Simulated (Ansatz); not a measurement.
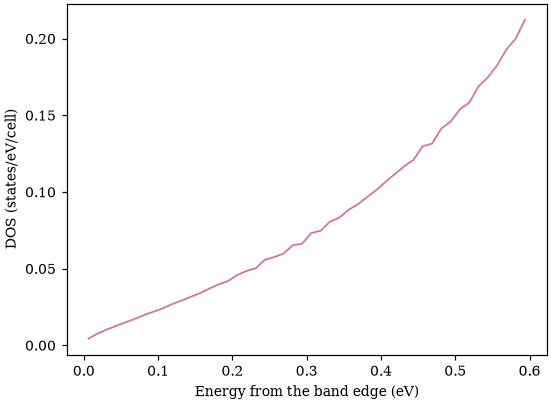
*Density of states of CsPbCl$_{3}$ (Pm-3m) below the valence band maximum, PBEsol with spin-orbit coupling, rigid bands run with Ansatz (a program for electronic structure); cell volume 177.3 Å³.*

Task: What effective density of states at 300 K does this give (∫ g(E) exp(−E/k_BT) dE, both spins, divided by the cell's size)?

Result: 1.3e18 cm⁻³, a density-of-states mass of 0.138 mₑ, valleys and band degeneracy included.

Geometry: cell and atoms relaxed with PBEsol.

CsPbCl3 (Pm-3m): a high-temperature phase held by its symmetry.
